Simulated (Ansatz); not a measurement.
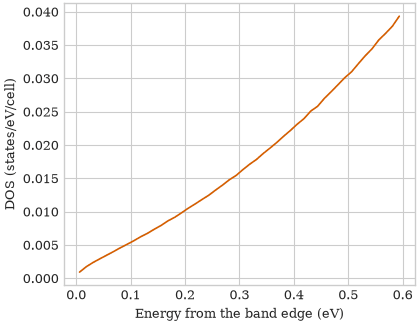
Figure. Density of states of CdSe (P6_3mc) above the conduction band minimum, Ansatz (a first-principles code) with PBE with spin-orbit coupling, rigid bands; cell volume 112.5 Å³.

Question: What effective density of states at 300 K does this give (∫ g(E) exp(−E/k_BT) dE, both spins, divided by the cell's size)?

Answer: 4.6e17 cm⁻³, a density-of-states mass of 0.069 mₑ, valleys and band degeneracy included.

Geometry: cell and atoms relaxed with PBEsol.
